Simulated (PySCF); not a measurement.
# CH4Si (SMILES C=[SiH2]): levels of theory compared

We compute a comparison of 6 runs (B2PLYP/STO-3G, PBE/STO-3G, UPBE0/STO-3G, CCSDT/STO-3G, NEVPT2(2,2)/STO-3G, CISD/STO-3G) of CH4Si. Input form: a Python script.

The calculation is run with PySCF 2.14.0.

2 further runs of the same task are left out: 2 set aside as unsound or not needed.

**1. The system as given**

CH4Si has 6 atoms, charge 0, and is taken as a singlet. SMILES: `C=[SiH2]`. The Si2–H6 distance was set to 2.187 Å, away from the relaxed value. At this shape a bond of the SMILES string is far longer than usual.

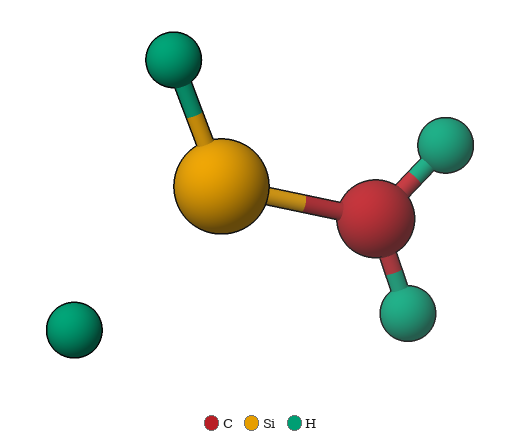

The structure, seen from a chosen angle (carbon red, silicon amber, hydrogen teal).

**2. A single-point energy at B2PLYP/STO-3G (run 1)**

job.py

```python
from pyscf import gto, dft, mp

mol = gto.M(
    atom=[
    ('C', (-1.205966, -0.863364, 0.196656)),
    ('Si', (0.143994, 0.135556, 0.680016)),
    ('H', (-1.875786, -1.312814, 0.909886)),
    ('H', (-1.430196, -1.074364, -0.834984)),
    ('H', (0.485704, 0.449766, 2.062506)),
    ('H', (1.545870, 1.084200, -0.705300)),
],
    basis='sto-3g',
    max_memory=1860,
    charge=0,
    verbose=3,
)

mf = dft.RKS(mol)
mf.xc = '0.53*HF + 0.47*B88, 0.73*LYP'
mf.conv_tol = 1e-10
mf.grids.level = 5
mf.kernel()
if not mf.converged:
    mf = mf.newton().run(mf.mo_coeff, mf.mo_occ)

pt = mp.MP2(mf, frozen=6).run()
energy = mf.e_tot + 0.27 * pt.e_corr
print('PT2 part  %.8f' % (0.27 * pt.e_corr))
print(f'total energy: {energy:.8f} hartree')
```

Launch:

```console
$ OMP_NUM_THREADS=1 python job.py
```

Standard output:

```text
converged SCF energy = -325.687160062106
E(RMP2) = -325.881567502297  E_corr = -0.194407440191482
E(SCS-RMP2) = -325.900756646728  E_corr = -0.213596584622267
PT2 part  -0.05249001
total energy: -325.73965007 hartree
```

Run time: 5.7 s. Hardware: 1 thread of Intel Xeon Platinum 8488C (Sapphire Rapids), shared host; peak memory 0.2 GiB.

**3. A single-point energy at PBE/STO-3G (run 2)**

calc.py

```python
from pyscf import gto, dft

system = gto.Mole()
system.atom = [
    ('C', (-1.205966, -0.863364, 0.196656)),
    ('Si', (0.143994, 0.135556, 0.680016)),
    ('H', (-1.875786, -1.312814, 0.909886)),
    ('H', (-1.430196, -1.074364, -0.834984)),
    ('H', (0.485704, 0.449766, 2.062506)),
    ('H', (1.545870, 1.084200, -0.705300)),
]
system.max_memory = 1860
system.basis = 'sto-3g'
system.verbose = 3
system.build()

calc0 = dft.RKS(system)
calc0.xc = 'pbe'
calc0.grids.level = 5
calc0.conv_tol = 1e-10
calc0.kernel()
if not calc0.converged:
    calc0 = calc0.newton().run(calc0.mo_coeff, calc0.mo_occ)

etot = calc0.e_tot
print('E(%s) = %.9f' % ('PBE', etot))
```

Launch:

```console
$ OMP_NUM_THREADS=1 python calc.py
```

Standard output:

```text
converged SCF energy = -325.755155269224
E(PBE) = -325.755155269
```

It took 4.2 s on 1 thread of Intel Xeon Platinum 8488C (Sapphire Rapids), shared host; peak memory 0.2 GiB.

Run 3 isn't shown in full; the table further down has it.

**4. A single-point energy at CCSDT/STO-3G (run 4)**

calc.py

```python
from pyscf import gto, scf, cc

system = gto.M(
    atom='''
C       -1.205966      -0.863364       0.196656
Si       0.143994       0.135556       0.680016
H       -1.875786      -1.312814       0.909886
H       -1.430196      -1.074364      -0.834984
H        0.485704       0.449766       2.062506
H        1.545870       1.084200      -0.705300
''',
    max_memory=1860,
    verbose=3,
    basis='sto-3g',
)

mf = scf.RHF(system)
mf.conv_tol = 1e-10
mf.kernel()
if not mf.converged:
    mf = mf.newton().run(mf.mo_coeff, mf.mo_occ)

mycc = cc.CCSDT(mf, frozen=6)
mycc.kernel()
e_tot = mycc.e_tot
print(f'total energy: {e_tot:.8f} hartree')
```

Launch:

```console
$ OMP_NUM_THREADS=1 python calc.py
```

Standard output:

```text
converged SCF energy = -325.069987848409
_make_eris_incore_RCCSDT

WARN: A large `blksize` is being used, which may cause large memory consumption
      for storing contraction intermediates. If memory is sufficient, consider using
      `pyscf.cc.rccsdt_highm.RCCSDT` instead.

WARN: A large `blksize_oovv` is being used, which may cause large memory consumption
      for storing contraction intermediates. If memory is sufficient, consider using
      `pyscf.cc.rccsdt_highm.RCCSDT` instead.

WARN: A large `blksize_oooo` is being used, which may cause large memory consumption
      for storing contraction intermediates. If memory is sufficient, consider using
      `pyscf.cc.rccsdt_highm.RCCSDT` instead.

RCCSDT converged
E(RCCSDT) = -325.2760956476341   E_corr = -0.2061077992255413
E_corr(same-spin) = -0.00956293668311082
E_corr(oppo-spin) = -0.196544862542431
total energy: -325.27609565 hartree
```

Wall time 1.5 s (1 thread of Intel Xeon Platinum 8488C (Sapphire Rapids), shared host); peak memory 0.11 GiB.

Run 5 isn't shown in full; the table further down has it.

**5. The energy at CISD/STO-3G (run 6)**

job.py

```python
from pyscf import gto, ci

system = gto.Mole()
system.atom = [
    ('C', (-1.205966, -0.863364, 0.196656)),
    ('Si', (0.143994, 0.135556, 0.680016)),
    ('H', (-1.875786, -1.312814, 0.909886)),
    ('H', (-1.430196, -1.074364, -0.834984)),
    ('H', (0.485704, 0.449766, 2.062506)),
    ('H', (1.545870, 1.084200, -0.705300)),
]
system.verbose = 3
system.max_memory = 1860
system.basis = 'sto-3g'
system.spin = 0
system.build()

mf = system.RHF()
mf.conv_tol = 1e-10
mf.kernel()
if not mf.converged:
    mf = mf.newton().run(mf.mo_coeff, mf.mo_occ)

cisd = ci.CISD(mf, frozen=6)
cisd.kernel()
e_tot = cisd.e_tot
print('E = %.10f Eh' % e_tot)
```

Launch:

```console
$ OMP_NUM_THREADS=1 python job.py
```

Standard output:

```text
converged SCF energy = -325.069987848409
E(RCISD) = -325.2475015544114  E_corr = -0.1775137060028193
E = -325.2475015544 Eh
```

Run time: 0.95 s. Hardware: 1 thread of Intel Xeon Platinum 8488C (Sapphire Rapids), shared host; peak memory 0.12 GiB.

**6. All runs side by side**

| run | level | frozen core orbitals | follow instability | energy (Eh) | dipole moment (D) of the reference | HOMO energy (eV) | LUMO energy (eV) | wall time |
| --- | --- | --- | --- | --- | --- | --- | --- | --- |
| 1 | B2PLYP/STO-3G | 6 | – | -325.739650 | 0.82 | -4.33 | 3.19 | 5.7 s |
| 2 | PBE/STO-3G | – | – | -325.755155 | 0.66 | -2.54 | 0.79 | 4.2 s |
| 3 | UPBE0/STO-3G | – | yes | -325.791657 | 0.73 | -3.55 | 1.80 | 22 s |
| 4 | CCSDT/STO-3G | 6 | – | -325.276096 | 1.00 | -5.64 | 5.77 | 1.5 s |
| 5 | NEVPT2(2,2)/STO-3G | – | – | -325.227809 | 1.00 | -5.64 | 5.77 | 0.95 s |
| 6 | CISD/STO-3G | 6 | – | -325.247502 | 1.00 | -5.64 | 5.77 | 0.95 s |

**7. Summary of results**

```
                                          quantity          value
                               run 6: total energy  -325.24750 Eh
       run 6: dipole moment (Hartree–Fock density)         1.00 D
        run 6: HOMO energy (Hartree–Fock orbitals)       -5.64 eV
        run 6: LUMO energy (Hartree–Fock orbitals)        5.77 eV
      run 6: HOMO–LUMO gap (Hartree–Fock orbitals)       11.40 eV
run 6: correlation energy (6 core orbitals frozen)     -177.5 mEh
```

What this shows: Over runs 1, 2, 3 the dipole moment (its size) runs from 0.66 D (PBE/STO-3G) to 0.82 D (B2PLYP/STO-3G). A double hybrid's value is that of its SCF part. Over runs 1, 2, 3 the HOMO–LUMO gap runs from 3.33 eV (PBE/STO-3G) to 7.52 eV (B2PLYP/STO-3G). Totals of different functionals can't be ranked against each other. In runs 1, 2, 3, 4, 5, 6 the basis is minimal, so the values are rough. All runs together took 35 s, the longest 22 s.
